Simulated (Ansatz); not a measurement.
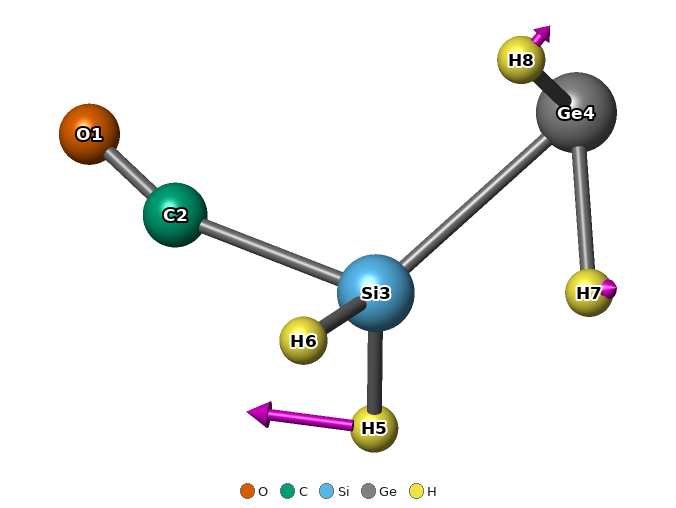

The arrows show one normal mode. Harmonic vibrations computed with RKS PBE0-D4/def2-TZVP (Ansatz 0.2.0) at a stationary point of the same level.

> Describe the motion.

Mostly angle bending.

> Estimate its harmonic wavenumber.

791 cm⁻¹; it is mode 11 of 18 counted from the lowest.
